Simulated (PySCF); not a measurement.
Consider C3H9AlCl3P (SMILES C[P+](C)(C)[Al-]([Cl])([Cl])[Cl]).

Input

```
{"job": {"kind": "uv", "xc": "CAM-B3LYP", "basis": "def2-SVPD", "dynamic": true, "nstates": 6, "ntriplets": 0}, "charge": 0, "multiplicity": 1}
C     -1.201111     1.266498     1.030700
P      0.022102     0.015149     0.540304
C     -0.843273    -1.181281    -0.519235
C      0.504149    -0.871946     2.051622
Al     1.899580     0.999896    -0.565222
Cl     0.959815     1.888171    -2.255607
Cl     2.604614     2.353735     0.917127
Cl     3.075578    -0.737641    -0.924838
H     -0.708641     1.985934     1.701073
H     -1.522871     1.806394     0.128195
H     -2.071689     0.819411     1.532362
H     -1.717922    -1.617503    -0.014927
H     -0.134869    -1.975125    -0.797258
H     -1.157549    -0.665413    -1.438232
H      1.004452    -0.161561     2.725896
H     -0.361631    -1.323795     2.557475
H      1.229610    -1.651959     1.777918
```

Command:

```sh
OMP_NUM_THREADS=1 python probes_run.py task.json out
```

Geometry: PBE0-D3(BJ)/def2-SVP.

Theory: CAM-B3LYP/def2-SVPD, SCF density, gas phase in PySCF 2.14.0.

### What can the converged electron density and electron localisation function tell about the bonding?

C–P (1.82 Å): ρ at the midpoint is about 1.2 e/Å³; the ELF peaks at about 0.95 between the atoms; a covalent bond.
Al–Cl (2.13 Å): ρ is about 0.67 e/Å³ halfway; the ELF peaks at about 0.90 in the valence shell of Cl, 0.9 Å from its nucleus, and is about 0.85 at the midpoint.
Al–P (2.39 Å): ρ is about 0.57 e/Å³ halfway; the ELF peaks at about 1 between the atoms, as expected for a shared electron pair.
C–H (1.10 Å): the density is about 1.9 e/Å³ at the midpoint; the ELF climbs to about 1 towards the hydrogen, as it does in any bond to H: an ordinary covalent bond to hydrogen.

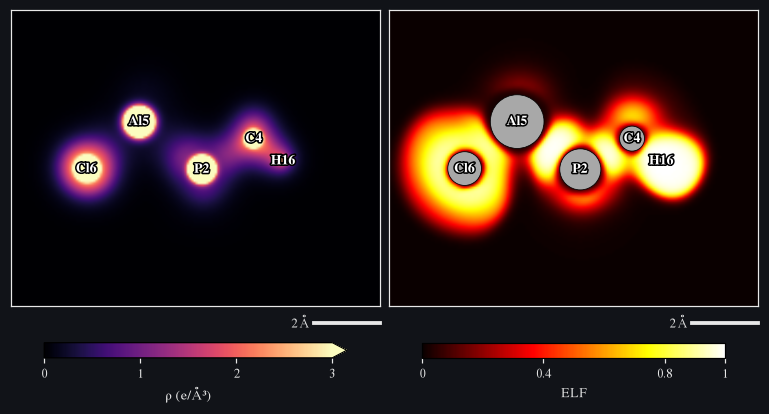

Computed electron density and electron localisation function on the plane of atoms P2, C4 and H16, in this order. Grey discs cover the atomic cores in the ELF map. 
